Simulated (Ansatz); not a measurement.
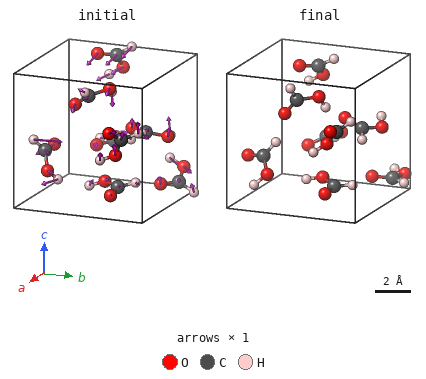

The structure of an amorphous cell of composition H2CO2 before (left) and after (right) a relaxation, at one scale. The purple arrows give the displacements, at their true length.

Style: ball-and-stick. Shown: the cell of the calculation, slightly off an axis.

The cell holds 8 HCOOH. The run prepares the start of a later molecular dynamics calculation, from a guessed geometry.

Theory: DFT PBE-D3(BJ), scalar-relativistic, plane waves, PAW (Ansatz).

Input file:
```yaml
crystal:
  lattice:
    - [8.215003, 0.0, 0.0]
    - [0.0, 8.215003, 0.0]
    - [0.0, 0.0, 8.215003]
  atoms:
    - { symbol: O, position: [0.9229753, 0.7588378, 0.457032] }
    - { symbol: C, position: [0.9795871, 0.8272403, 0.595384] }
    - { symbol: O, position: [1.1007519, 0.7843095, 0.6678941] }
    - { symbol: H, position: [0.9989407, 0.6707918, 0.4302978] }
    - { symbol: H, position: [0.8990274, 0.9272646, 0.6315926] }
    - { symbol: O, position: [0.8126261, 0.1821411, 0.2512258] }
    - { symbol: C, position: [0.7205339, 0.124041, 0.3743862] }
    - { symbol: O, position: [0.5733709, 0.1325224, 0.3816524] }
    - { symbol: H, position: [0.736485, 0.2303465, 0.1730187] }
    - { symbol: H, position: [0.799525, 0.0682524, 0.4663309] }
    - { symbol: O, position: [0.0335169, 0.4366329, 0.8491622] }
    - { symbol: C, position: [0.1463825, 0.4357587, 0.9686849] }
    - { symbol: O, position: [0.2435738, 0.327358, 0.9928677] }
    - { symbol: H, position: [0.047838, 0.3342744, 0.7895368] }
    - { symbol: H, position: [0.1362686, 0.5480514, 1.0400561] }
    - { symbol: O, position: [0.5673578, 0.5607511, 0.8396485] }
    - { symbol: C, position: [0.6723037, 0.4404188, 0.8005131] }
    - { symbol: O, position: [0.6400637, 0.3238341, 0.715954] }
    - { symbol: H, position: [0.4642133, 0.5331693, 0.7863755] }
    - { symbol: H, position: [0.7907124, 0.4647153, 0.8570361] }
    - { symbol: O, position: [0.0360184, 0.9111945, 0.1633296] }
    - { symbol: C, position: [0.180422, 0.9346886, 0.0883581] }
    - { symbol: O, position: [0.2945768, 0.8412516, 0.0928188] }
    - { symbol: H, position: [0.0446579, 0.8062094, 0.2193747] }
    - { symbol: H, position: [0.1781093, 1.0510736, 0.0231279] }
    - { symbol: O, position: [0.3769547, 0.9341965, 0.4776253] }
    - { symbol: C, position: [0.4543507, 0.7935223, 0.51292] }
    - { symbol: O, position: [0.391444, 0.6600197, 0.5141402] }
    - { symbol: H, position: [0.2637201, 0.9046027, 0.4543943] }
    - { symbol: H, position: [0.5824653, 0.819017, 0.5401677] }
    - { symbol: O, position: [0.5694865, 0.5254744, 0.1487023] }
    - { symbol: C, position: [0.6590674, 0.6632285, 0.1437897] }
    - { symbol: O, position: [0.8041079, 0.6692616, 0.1171711] }
    - { symbol: H, position: [0.6453468, 0.4360112, 0.1268139] }
    - { symbol: H, position: [0.5802598, 0.7682511, 0.1675679] }
    - { symbol: O, position: [0.0272499, 0.3753367, 0.3242222] }
    - { symbol: C, position: [0.1815206, 0.4297119, 0.3406231] }
    - { symbol: O, position: [0.3025784, 0.3458739, 0.33073] }
    - { symbol: H, position: [0.0356276, 0.2581291, 0.3034916] }
    - { symbol: H, position: [0.179985, 0.5610439, 0.3641887] }
basis:
  ecutwfc: 420.0
kpoints:
  mp_grid: { grid: [1, 1, 1] }
hamiltonian:
  xc: pbe
  dispersion: d3bj
scf:
  occupations: { method: fermi_dirac, width: 0.02 }
  lower_state_search: "off"
relax:
  f_tol: 0.3
  max_steps: 15
  adjacent_minimum: "off"
```

Launched with:
```bash
ansatz run input.yaml --threads 1 --pin off --max-ram 3072MiB --backend cpu --events-out ev --progress --plain --runs-dir out
```

Question: Summarise the run.

Answer: The relaxation stopped without meeting its thresholds, so the last structure isn't shown to be converged. It used up its limit of 15 steps. The atom that moves furthest is H10 (1.77 Å roughly along [−2 3 −1]). Largest moves by element: H 1.77 Å, O 1.31 Å, C 1.11 Å. The cell stays as it was. Among the contacts that change: O16–H19 0.980 → 1.009 Å, O1–C2 1.350 → 1.324 Å, O16–C17 1.350 → 1.326 Å, C27–O28 1.212 → 1.232 Å. Among the angles between lasting bonds that change: C17–O16–H19 106.0° → 112.6°, C2–O1–H4 106.0° → 111.5°, C22–O21–H24 106.0° → 110.7°. After 14 geometry steps the energy has fallen by 83.0 meV per atom. The largest force component goes from 1.6 to 0.46 eV/Å. The run took 73 s on 1 thread of Arm Neoverse V1, on a shared host, peak memory 0.52 GiB.

Limits of the set-up: the periodic images lie only 8.2 Å apart, so the values are limited by the cell's size.
